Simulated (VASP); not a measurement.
Band structure of Cd₃ZnSe₄ (ordered alloy cell). Method: PBEsol GGA, VASP's PBE PAW potentials (set 64) (plane waves; VASP 6.6.1).

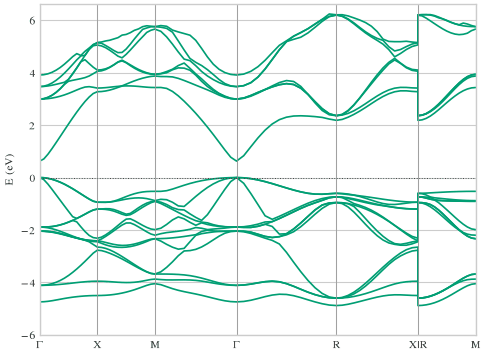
Fig. 1. Bands along high-symmetry lines, zero at the valence-band maximum or, without a gap, the Fermi level

### Question
Read the plot: is there a gap, and where are the band edges?

### Answer
The gap is direct, 0.63 eV, from the valence maximum at Γ to the conduction minimum at Γ. (Edges off the drawn lines would not show.)

The structure was generated: Cd3ZnSe4 was put into an ordered model structure (P-43m), which need not be its known phase. It was relaxed first.
